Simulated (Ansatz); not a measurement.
C2H3In (SMILES C=[CH][In])

```xyz
6

C    -2.0994   -2.1232   -2.3799
C    -2.7117   -1.4457   -3.3644
In   -3.6668    0.4953   -2.7500
H    -1.5878   -3.0866   -2.5239
H    -2.0680   -1.7522   -1.3424
H    -2.6854   -1.9034   -4.3653
```

Geometry: PBE0-D3(BJ)/def2-SVP; core potentials replace the inner electrons of In.

Method: Ansatz 0.2.0, isolated molecule in a Gaussian basis; Kohn-Sham density functional theory, functional PBE0.

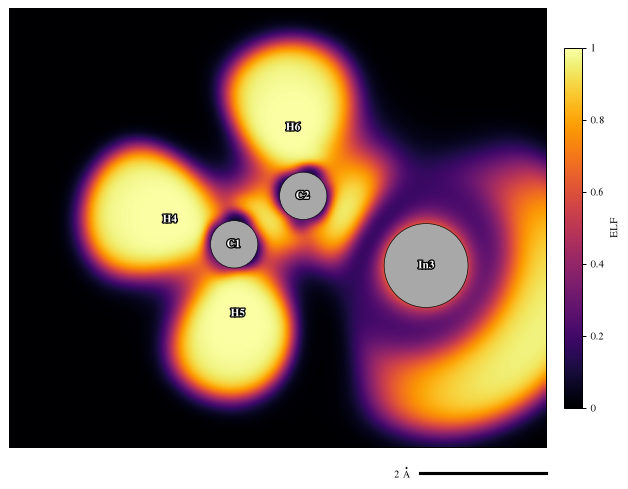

Figure 1. ELF on the molecular plane. Grey discs cover the atomic cores.

Question: Read the bonding off the picture.

Answer: The plane passes through C, In and H nuclei. C–C (1.34 Å): the ELF peaks at about 0.90 between the atoms; a short, multiple covalent bond. C–In (2.25 Å): the ELF peaks at about 0.95 in the valence shell of C, 0.7 Å from its nucleus, and drops to about 0.20 between the two atoms. C–H (1.10 Å): the ELF climbs to about 1 towards the hydrogen, as it does in any bond to H; an ordinary covalent bond to hydrogen.

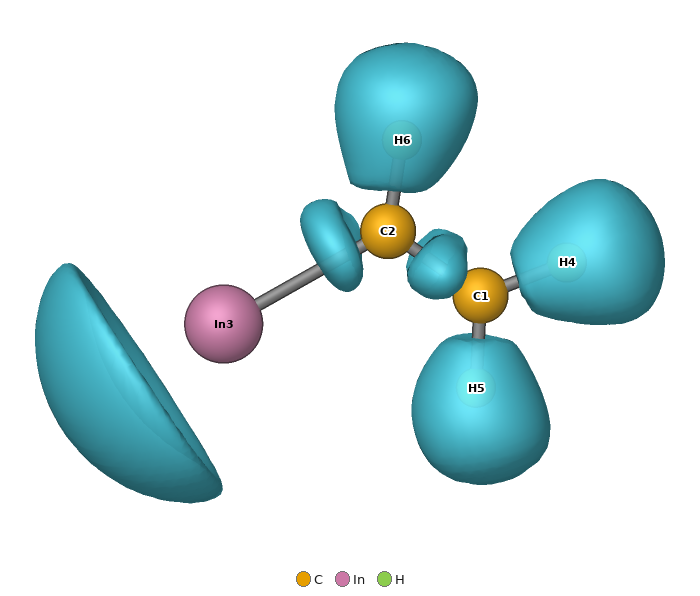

Figure 2. Isosurface of the ELF at 0.8 (cyan), seen at an oblique angle. Core shells and regions of very low density are left out.

Question: Identify the bonds, lone pairs and shells in this picture.

Answer: The ELF exceeds this value in one region between bonded C–C atoms (shared pairs), three regions around hydrogen nuclei, one lobe of the valence shell of C pointing towards In (polar bonds) and one lobe on In, pointing away from the bonds (lone pairs).

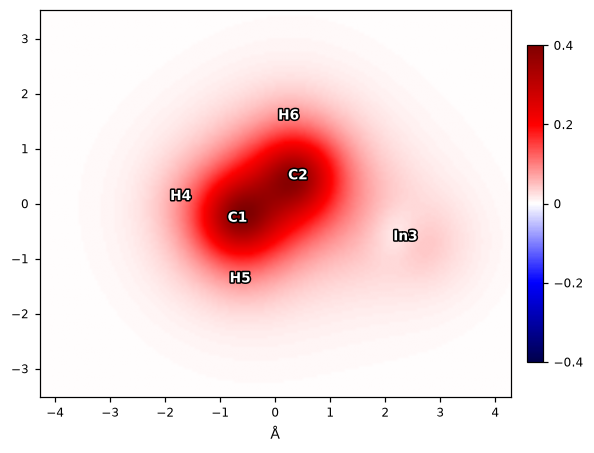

Figure 3. The HOMO−1 on a plane 0.8 Å above the molecular plane (values in Å⁻³ᐟ²; the overall sign is arbitrary).

Question: Describe this orbital and give its energy.

Answer: It lies mainly on C1 (about 45 %) and C2 (about 40 %); it changes sign across the molecular plane (π type); π-bonding across C1–C2. Its energy is −7.49 eV.
